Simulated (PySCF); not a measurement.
**C$_{6}$H$_{7}$BF$_{2}$: density, localisation and related maps**

```xyz
16

C    -2.7164   -1.1850    0.0892
C    -1.6048   -0.9733    0.4772
C    -0.2557   -0.6805    0.9286
C     0.3026    0.4687    0.1326
C    -0.3351    1.7861    0.4289
C     1.2720    0.3343   -0.7856
B     2.0408   -0.9270   -1.2137
F     2.9397   -0.8724   -2.1853
F     1.9259   -2.1389   -0.6885
H    -3.6886   -1.3971   -0.2424
H    -0.2951   -0.4097    1.9885
H     0.3536   -1.5759    0.8162
H     0.0242    2.5645   -0.2381
H    -1.4169    1.7002    0.3334
H    -0.1213    2.0781    1.4574
H     1.5674    1.2367   -1.3098
```

Geometry: GFN2-xTB.

Computed with PySCF, CAM-B3LYP/def2-SVPD, SCF density, gas phase.

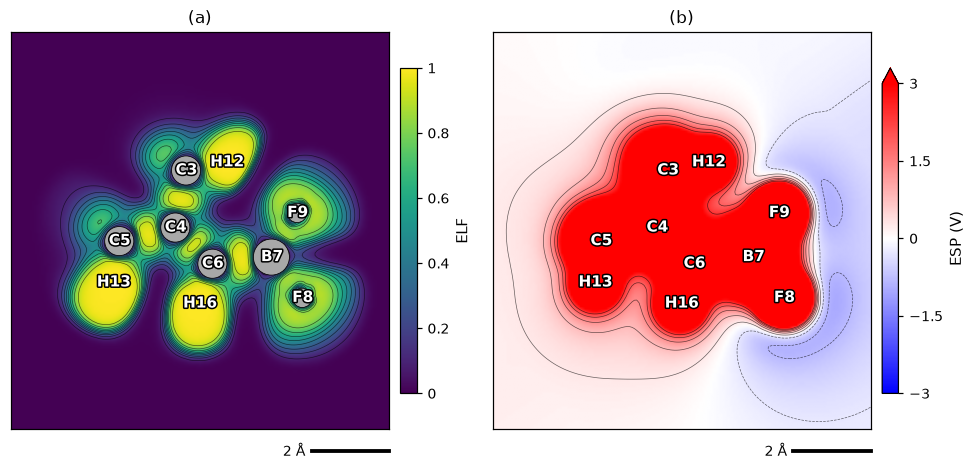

Figure 1. (a) ELF; (b) electrostatic potential on the plane of atoms C5, C4 and C6. Grey discs cover the atomic cores in the ELF map.

Q: What do the fields say about this system?

A:
- Atoms in the plane: C, B, F and H.
- B–F (1.32 Å): the ELF peaks at about 0.85 between the atoms: a polar covalent bond.
- C–B (1.54 Å): the ELF peaks at about 1 between the atoms, as expected for localised, covalent bonding.
- C–C (1.34 Å): the ELF peaks at about 0.95 between the atoms: a multiple bond.
- The ELF also peaks beside F8 and F9, away from the bonds: lone-pair regions.
- Outside the dense part of the molecule the potential is most negative (−1.0 V) near F8.

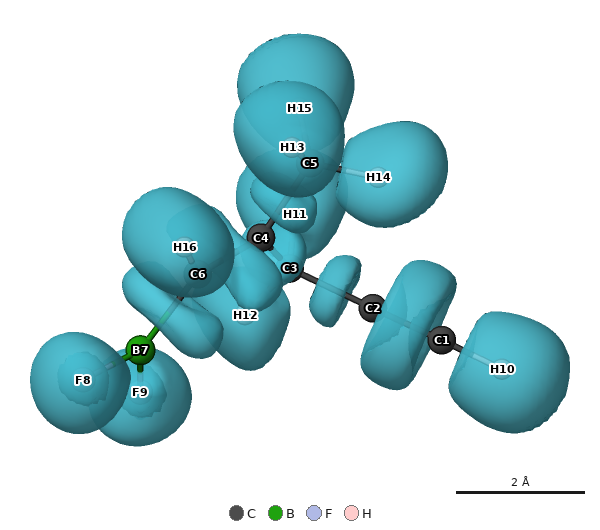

Figure 2. Isosurface of the ELF at 0.75 (cyan), seen at a tilt. Only the valence region is drawn (cores and ρ < 0.01 e/Å³ removed).

Q: Where are the electrons localised?

A: The ELF exceeds this value in one region between bonded B–C atoms (shared pairs), five regions between bonded C–C atoms (shared pairs), seven regions around hydrogen nuclei and two regions on F in which the atom's valence shell and bonds are merged.


C–C (1.20 Å): the ELF peaks at about 0.85 between the atoms: a short, multiple covalent bond.

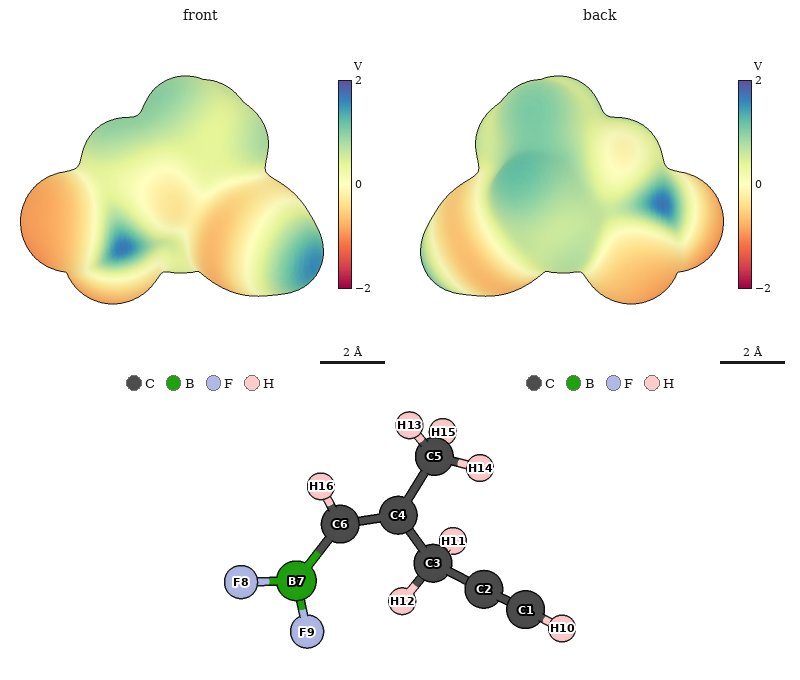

Figure 3. The electrostatic potential painted on the density surface at 0.002 e/bohr³, seen from the front and from behind; the colour scale runs from red (negative) to blue (positive). The bare structure is drawn below in the same view.

Q: Where is the surface potential most negative and most positive?

A: The most negative region (about −0.9 V, or −21 kcal/mol for a unit charge) lies over F8, the most positive (about +1.6 V, or +37 kcal/mol for a unit charge) over B7.

Q: What dipole moment does the calculation give?

A: Its dipole moment is 2.85 D.
